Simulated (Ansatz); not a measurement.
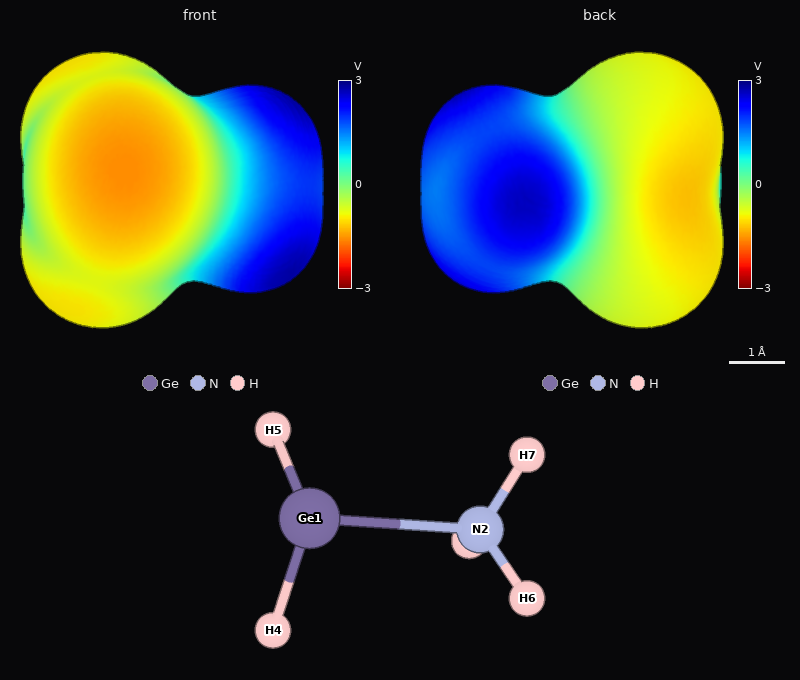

The picture shows: GeH₅N. The molecular electrostatic potential painted on the density surface at 0.002 e/bohr³, seen from the front and from behind; the colour scale runs from red (negative) to blue (positive). The bare structure is drawn below in the same view.

The product side of a reaction path; geometry: PBE0-D4/def2-TZVP.

Level of theory: Ansatz 0.2.0, RKS PBE0-D4/def2-TZVPP.

```xyz
7

Ge   -1.1915    0.2081    0.8099
N     0.7459   -0.3331   -0.0142
H     0.8290    0.0194   -0.9596
H    -1.8097   -0.2860   -0.5795
H    -0.9199    1.6717    0.2259
H     0.8546   -1.3401   -0.0303
H     1.4915    0.0600    0.5477
```

Describe the electrostatic potential map.

Answer. The most negative region (about −1.5 V) lies over H4, the most positive (about +2.8 V) over H6 and H7.
